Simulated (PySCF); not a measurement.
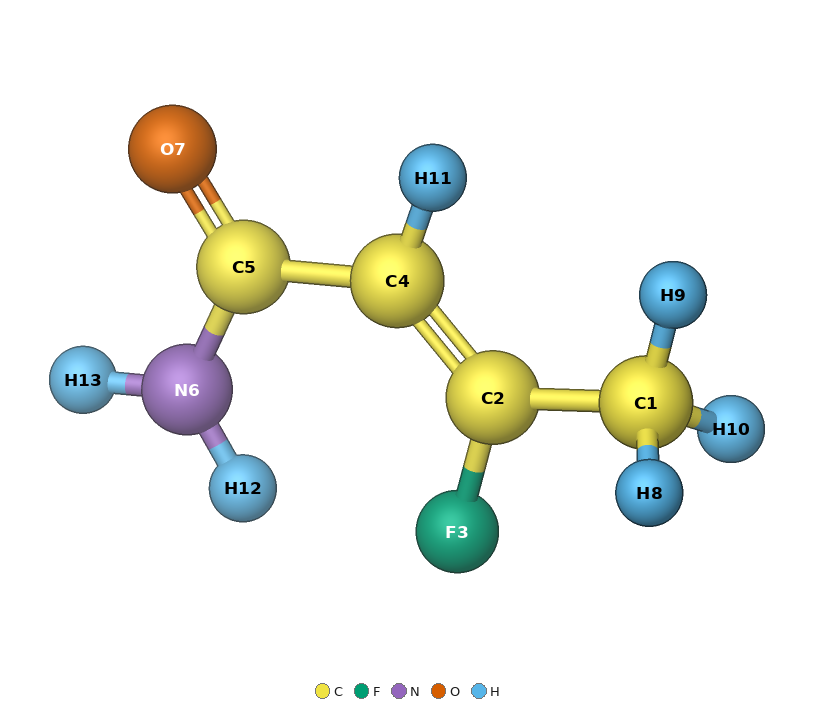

The computed structure is the end point of a GFN2-xTB optimisation. No frequency run is at hand to confirm it as a minimum. Level of theory: B3LYP/pcJ-1 indirect spin-spin coupling, non-relativistic, gas phase (PySCF 2.14.0). Isotopes: 13C, 19F, 1H, 15N, 17O.

Give the spin–spin coupling constants of these pairs, with the number of bonds between them: C2/F3, C5/N6, N6/H13, N6/H12, C1/F3, F3/C4, C4/N6, N6/O7, F3/H9, F3/H10, F3/H11, F3/C5.

```json
{"pair": "C2, F3", "bonds apart": "1", "J (Hz)": "−330.3"}
{"pair": "C5, N6", "bonds apart": "1", "J (Hz)": "−19.2"}
{"pair": "N6, H13", "bonds apart": "1", "J (Hz)": "−95.1"}
{"pair": "N6, H12", "bonds apart": "1", "J (Hz)": "−96.9"}
{"pair": "C1, F3", "bonds apart": "2", "J (Hz)": "29.6"}
{"pair": "F3, C4", "bonds apart": "2", "J (Hz)": "7.2"}
{"pair": "C4, N6", "bonds apart": "2", "J (Hz)": "−11.1"}
{"pair": "N6, O7", "bonds apart": "2", "J (Hz)": "0.8"}
{"pair": "F3, H9", "bonds apart": "3", "J (Hz)": "51.1"}
{"pair": "F3, H10", "bonds apart": "3", "J (Hz)": "0.8"}
{"pair": "F3, H11", "bonds apart": "3", "J (Hz)": "37.0"}
{"pair": "F3, C5", "bonds apart": "3", "J (Hz)": "−1.8"}
```

Density functionals are unreliable for couplings to fluorine, so those rows may be far off.
